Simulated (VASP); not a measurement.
Band structure of HfO2 (fluorite). Level of theory: AM05 GGA, VASP's PBE PAW potentials (set 64) (plane waves; VASP).

Unless said otherwise, spin-orbit coupling is left out, though it shifts the bands of the heavy elements here.

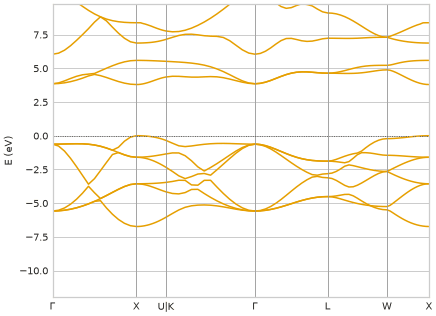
Bands along high-symmetry lines, zero at the valence-band maximum or, without a gap, the Fermi level

Question: Read the plot: is there a gap, and where are the band edges?

Answer: The gap is direct, 3.79 eV, from the valence maximum at X to the conduction minimum at X. (Edges off the drawn lines would not show.)

The compound is HfO2 in the fluorite structure, the high-temperature cubic form, which is unstable at 0 K; the monoclinic form is the stable one. It was relaxed first.
